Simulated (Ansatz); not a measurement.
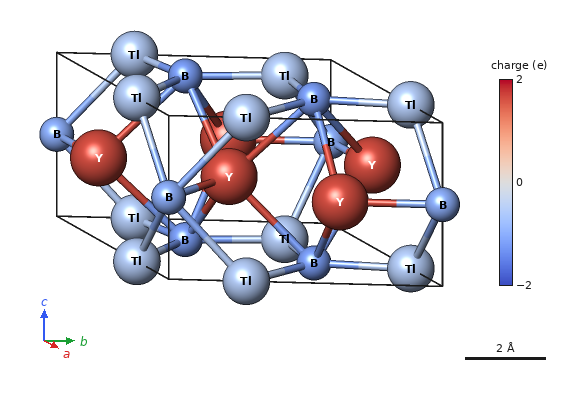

An orthographic ball-and-stick view of the structure, slightly off an axis. The box is the simulation cell; atoms on or close to its faces, edges and corners are drawn wherever they repeat. The atoms of this YTlB cell are coloured by their Bader charge.

Level of theory: DFT, PAW plane waves, r2SCAN (Ansatz 0.2.0). Settings were 500 eV cutoff, a 4×4×7 k-point grid, cold smearing of 0.2 eV, no spin polarisation.

**Who donates electrons here and who accepts them?**

Most positive: Y; most negative: B. Charges: about Y +1.6 e; Tl -0.5 e; B -1.2 to -1.0 e.

Provenance: a generated cell, made by putting these elements into a known structure type (the compound may or may not exist in this form). The structure drawn was relaxed with DFT, PAW plane waves, r2SCAN (Ansatz 0.2.0).
